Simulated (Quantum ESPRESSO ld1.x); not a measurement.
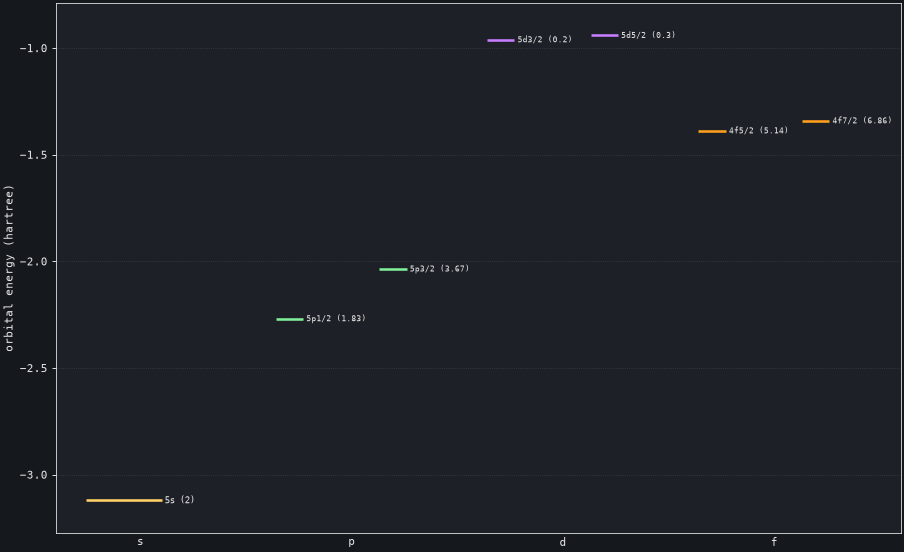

Figure 1. The outer levels are drawn (occupations in brackets, the lower j at the left of each column). The highest occupied level is 5d5/2 at −0.940 hartree. The highest 4 occupied levels, from the top down, are 5d5/2 (−0.940 hartree), 5d3/2 (−0.961 hartree), 4f7/2 (−1.34 hartree), 4f5/2 (−1.39 hartree). Spin-orbit splittings: 5d 0.0204 hartree, 4f 0.0470 hartree, 5p 0.233 hartree.

Run report: Tm³⁺, atomic calculation

System: Tm³⁺ (Z = 69, 66 electrons) in the configuration [Kr] 4d10 4f12 5s2 5p5.5 5d0.5 (open shells shared over both j by 2j + 1).
Method: Dirac Kohn-Sham, BLYP, spin-unpolarised, spherical densities, point nucleus (Quantum ESPRESSO ld1.x 7.5).

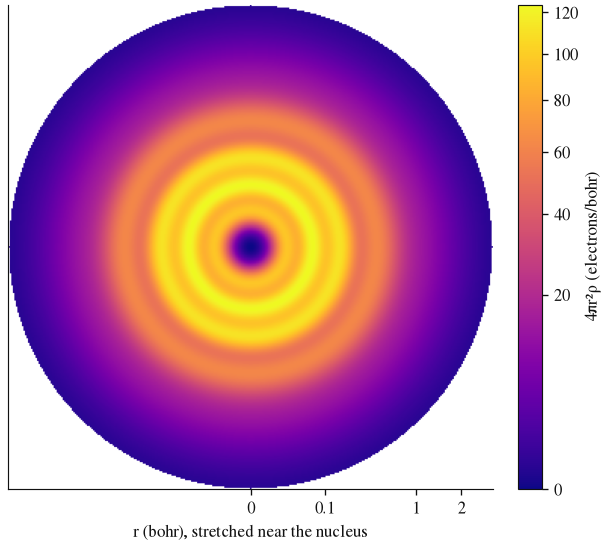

Figure 2. The radial density 4πr²ρ as a disc about the nucleus, with the radius drawn as r to the power 0.35. There are 4 maxima, at r = 0.0138, 0.0617, 0.172 and 0.467 bohr, parted by minima at 0.0268, 0.112 and 0.331 bohr, inside which lie 2.0, 11.2 and 29.7 electrons. The configuration has 5 principal shells, so not every shell has a maximum of its own.

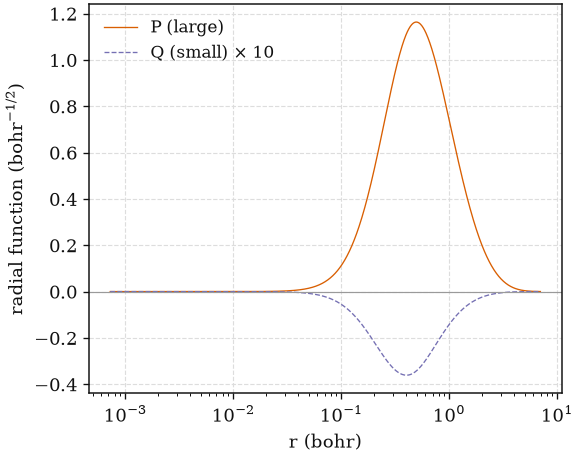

Figure 3. The large and small radial components of one occupied spinor. It is 4f7/2. The spinor has κ = −4: the large component has l = 3 and 0 radial nodes, the small one has l = 4. The small component carries 0.069 % of the norm; ⟨r⟩ = 0.752 bohr and the eigenvalue is −36.5 eV. The nodes of P give n − l − 1 and its extent picks the shell; Q has as many nodes as P for κ < 0 and one more for κ > 0.

Input and output of the run follow.

## The input
```
 &input
    atom='Tm',
    iswitch=1,
    rel=2,
    dft='BLYP',
    config='[Kr] 4d10 4f12 5s2 5p5.5 5d0.5',
    rel_dist='average',
    verbosity='high',
    lsmall=.true.,
    prefix='ld1',
    max_out_wfc=37,
    file_charge='ld1.rho',
 /
```

## The program's output
```
     Program LD1 v.7.5 starts

     --------------------------- All-electron run ----------------------------

     dirac relativistic calculation

     atomic number is 69.00
     dft =BLYP   lsd =0 sic =0 latt =0  beta=0.20 tr2=1.0E-14
     Exchange-correlation= BLYP
                           (   1   3   1   3   0   0   0)
     mesh =2105 r(mesh) =  99.27497 a.u. xmin = -8.00 dx = 0.00800
     1 Ry =  13.60569312 eV, c = 137.03599908

     n l j   nl                  e(Ry)          e(Ha)          e(eV)
     Spin orbit split results
     1 0 0.5 1S 1( 2.00)   -4355.581994005   -2177.790997002 -59260.7119825
     2 0 0.5 2S 1( 2.00)    -736.562790373    -368.281395186 -10021.4472916
     2 1 0.5 2P 1( 2.00)    -702.150737831    -351.075368916  -9553.2474650
     2 1 1.5 2P 1( 4.00)    -630.080309884    -315.040154942  -8572.6793391
     3 0 0.5 3S 1( 2.00)    -167.544351357     -83.772175679  -2279.5570291
     3 1 0.5 3P 1( 2.00)    -152.411802263     -76.205901131  -2073.6682099
     3 1 1.5 3P 1( 4.00)    -137.196262368     -68.598131184  -1866.6502434
     4 0 0.5 4S 1( 2.00)     -35.068478689     -17.534239345   -477.1309593
     4 1 0.5 4P 1( 2.00)     -28.984055304     -14.492027652   -394.3481619
     4 1 1.5 4P 1( 4.00)     -25.539035561     -12.769517780   -347.4762805
     3 2 1.5 3D 1( 4.00)    -111.391302924     -55.695651462  -1515.5558842
     3 2 2.5 3D 1( 6.00)    -108.066365725     -54.033182862  -1470.3178090
     4 2 1.5 4D 1( 4.00)     -15.529872097      -7.764936048   -211.2946740
     4 2 2.5 4D 1( 6.00)     -14.901681711      -7.450840855   -202.7477084
     4 3 2.5 4F 1( 5.14)      -2.775333028      -1.387666514    -37.7603295
     4 3 3.5 4F 1( 6.86)      -2.681346309      -1.340673155    -36.4815750
     5 0 0.5 5S 1( 2.00)      -6.240224398      -3.120112199    -84.9025782
     5 1 0.5 5P 1( 1.83)      -4.537562470      -2.268781235    -61.7366825
     5 1 1.5 5P 1( 3.67)      -4.071299892      -2.035649946    -55.3928569
     5 2 1.5 5D 1( 0.20)      -1.921085391      -0.960542696    -26.1376983
     5 2 2.5 5D 1( 0.30)      -1.880280258      -0.940140129    -25.5825162
     Averaged results
     1 0     1S 1( 2.00)   -4355.581994005   -2177.790997002 -59260.7119825
     2 0     2S 1( 2.00)    -736.562790373    -368.281395186 -10021.4472916
     2 1     2P 1( 6.00)    -654.103785866    -327.051892933  -8899.5353811
     3 0     3S 1( 2.00)    -167.544351357     -83.772175679  -2279.5570291
     3 1     3P 1( 6.00)    -142.268109000     -71.134054500  -1935.6562322
     4 0     4S 1( 2.00)     -35.068478689     -17.534239345   -477.1309593
     4 1     4P 1( 6.00)     -26.687375475     -13.343687738   -363.1002410
     3 2     3D 1(10.00)    -109.396340605     -54.698170302  -1488.4130390
     4 2     4D 1(10.00)     -15.152957865      -7.576478932   -206.1664946
     4 3     4F 1(12.00)      -2.721626332      -1.360813166    -37.0296127
     5 0     5S 1( 2.00)      -6.240224398      -3.120112199    -84.9025782
     5 1     5P 1( 5.50)      -4.226720752      -2.113360376    -57.5074655
     5 2     5D 1( 0.50)      -1.896602311      -0.948301156    -25.8045890

     final scf error:  2.7E-15 reached in  31 iterations

     Etot =  -27161.646284 Ry,  -13580.823142 Ha, -369553.024060 eV

     Ekin =   30084.650093 Ry,   15042.325046 Ha,  409322.516873 eV
     Encl =  -67166.528939 Ry,  -33583.264470 Ha, -913847.180887 eV
     Eh   =   10493.536035 Ry,    5246.768017 Ha,  142771.831067 eV
     Exc  =    -573.303472 Ry,    -286.651736 Ha,   -7800.191113 eV

     normalization and overlap integrals

     s(1S/1S) =  1.000000  <r> =   0.0200  <r2> =    0.0005  r(max) =   0.0126
     LC norm =  0.93311093 + SC norm =  0.06688907 =  1.00000000
     s(1S/2S) = -0.000000
     s(1S/3S) = -0.000000
     s(1S/4S) =  0.000000
     s(1S/5S) =  0.000000
     s(2S/2S) =  1.000000  <r> =   0.0843  <r2> =    0.0085  r(max) =   0.0718
     LC norm =  0.98503207 + SC norm =  0.01496793 =  1.00000000
     s(2S/3S) =  0.000000
     s(2S/4S) =  0.000000
     s(2S/5S) =  0.000000
     s(2P/2P) =  1.000000  <r> =   0.0701  <r2> =    0.0061  r(max) =   0.0543
     LC norm =  0.98497108 + SC norm =  0.01502892 =  1.00000000
     s(2P/3P) =  0.000000
     s(2P/4P) =  0.000000
     s(2P/5P) =  0.000000
     s(2P/2P) =  1.000000  <r> =   0.0775  <r2> =    0.0073  r(max) =   0.0602
     LC norm =  0.98624159 + SC norm =  0.01375841 =  1.00000000
     s(2P/3P) =  0.000000
     s(2P/4P) =  0.000000
     s(2P/5P) =  0.000000
     s(3S/3S) =  1.000000  <r> =   0.2205  <r2> =    0.0557  r(max) =   0.2031
     LC norm =  0.99515847 + SC norm =  0.00484153 =  1.00000000
     s(3S/4S) =  0.000000
     s(3S/5S) =  0.000000
     s(3P/3P) =  1.000000  <r> =   0.2103  <r2> =    0.0515  r(max) =   0.1905
     LC norm =  0.99521600 + SC norm =  0.00478400 =  1.00000000
     s(3P/4P) =  0.000000
     s(3P/5P) =  0.000000
     s(3P/3P) =  1.000000  <r> =   0.2241  <r2> =    0.0583  r(max) =   0.2047
     LC norm =  0.99557684 + SC norm =  0.00442316 =  1.00000000
     s(3P/4P) =  0.000000
     s(3P/5P) =  0.000000
     s(4S/4S) =  1.000000  <r> =   0.4974  <r2> =    0.2796  r(max) =   0.4630
     LC norm =  0.99843541 + SC norm =  0.00156459 =  1.00000000
     s(4S/5S) =  0.000000
     s(4P/4P) =  1.000000  <r> =   0.5057  <r2> =    0.2914  r(max) =   0.4667
     LC norm =  0.99851989 + SC norm =  0.00148011 =  1.00000000
     s(4P/5P) =  0.000000
     s(4P/4P) =  1.000000  <r> =   0.5375  <r2> =    0.3289  r(max) =   0.4936
     LC norm =  0.99865561 + SC norm =  0.00134439 =  1.00000000
     s(4P/5P) =  0.000000
     s(3D/3D) =  1.000000  <r> =   0.1973  <r2> =    0.0458  r(max) =   0.1610
     LC norm =  0.99569388 + SC norm =  0.00430612 =  1.00000000
     s(3D/4D) =  0.000000
     s(3D/5D) =  0.000000
     s(3D/3D) =  1.000000  <r> =   0.2016  <r2> =    0.0477  r(max) =   0.1650
     LC norm =  0.99579585 + SC norm =  0.00420415 =  1.00000000
     s(3D/4D) = -0.000000
     s(3D/5D) = -0.000000
     s(4D/4D) =  1.000000  <r> =   0.5637  <r2> =    0.3691  r(max) =   0.4975
     LC norm =  0.99883916 + SC norm =  0.00116084 =  1.00000000
     s(4D/5D) =  0.000000
     s(4D/4D) =  1.000000  <r> =   0.5749  <r2> =    0.3838  r(max) =   0.5056
     LC norm =  0.99887577 + SC norm =  0.00112423 =  1.00000000
     s(4D/5D) = -0.000000
     s(4F/4F) =  1.000000  <r> =   0.7391  <r2> =    0.7103  r(max) =   0.4896
     LC norm =  0.99928950 + SC norm =  0.00071050 =  1.00000000
     s(4F/4F) =  1.000000  <r> =   0.7520  <r2> =    0.7375  r(max) =   0.4936
     LC norm =  0.99930597 + SC norm =  0.00069403 =  1.00000000
     s(5S/5S) =  1.000000  <r> =   1.2044  <r2> =    1.6308  r(max) =   1.0810
     LC norm =  0.99967068 + SC norm =  0.00032932 =  1.00000000
     s(5P/5P) =  1.000000  <r> =   1.3394  <r2> =    2.0320  r(max) =   1.1710
     LC norm =  0.99973512 + SC norm =  0.00026488 =  1.00000000
     s(5P/5P) =  1.000000  <r> =   1.4369  <r2> =    2.3380  r(max) =   1.2585
     LC norm =  0.99976839 + SC norm =  0.00023161 =  1.00000000
     s(5D/5D) =  1.000000  <r> =   2.0366  <r2> =    4.7938  r(max) =   1.6651
     LC norm =  0.99988786 + SC norm =  0.00011214 =  1.00000000
     s(5D/5D) =  1.000000  <r> =   2.0802  <r2> =    4.9965  r(max) =   1.7056
     LC norm =  0.99989258 + SC norm =  0.00010742 =  1.00000000

     LC charge = 65.63848450 + SC charge =  0.36151550 = 66.00000000

     ------------------------ End of All-electron run ------------------------
```

## Orbitals

```csv
orbital,occupation,energy (eV),⟨r⟩ (bohr),outer maximum (bohr)
1s,2,−59260.7,0.02001,0.0126
2s,2,−10021.4,0.08429,0.0718
2p1/2,2,−9553.2,0.07007,0.0543
2p3/2,4,−8572.7,0.07746,0.0602
3s,2,−2279.6,0.2205,0.203
3p1/2,2,−2073.7,0.2103,0.191
3p3/2,4,−1866.7,0.2241,0.205
3d3/2,4,−1515.6,0.1973,0.161
3d5/2,6,−1470.3,0.2016,0.165
4s,2,−477.131,0.4974,0.463
4p1/2,2,−394.348,0.5057,0.467
4p3/2,4,−347.476,0.5375,0.494
4d3/2,4,−211.295,0.5637,0.497
4d5/2,6,−202.748,0.5749,0.506
5s,2,−84.903,1.204,1.08
5p1/2,1.833,−61.737,1.339,1.17
5p3/2,3.667,−55.393,1.437,1.26
4f5/2,5.143,−37.760,0.7391,0.490
4f7/2,6.857,−36.482,0.7520,0.494
5d3/2,0.2,−26.138,2.037,1.67
5d5/2,0.3,−25.583,2.080,1.71
```

## Slater integrals of the outer shells (hartree)

| integral | value |
| --- | --- |
| F0(5d5/2,5d5/2) | 0.4343 |
| F2(5d5/2,5d5/2) | 0.2271 |
| F4(5d5/2,5d5/2) | 0.1498 |
| F0(5d5/2,5d3/2) | 0.4389 |
| F2(5d5/2,5d3/2) | 0.2292 |
| F4(5d5/2,5d3/2) | 0.1512 |
| G0(5d5/2,5d3/2) | 0.4384 |
| G2(5d5/2,5d3/2) | 0.2291 |

## Summary

| quantity | value |
| --- | --- |
| outcome | converged |
| total energy | −13580.8231 hartree |
| kinetic energy | 15042.3250 hartree |
| electron–nucleus energy | −33583.2645 hartree |
| Hartree energy | 5246.7680 hartree |
| exchange–correlation energy | −286.651736 hartree |
| radius at density 0.001 e/bohr³ | 3.27 bohr |
| SCF iterations | 31 |
| hardware | 1 CPU thread, shared host |
| wall time | 0.92 s |
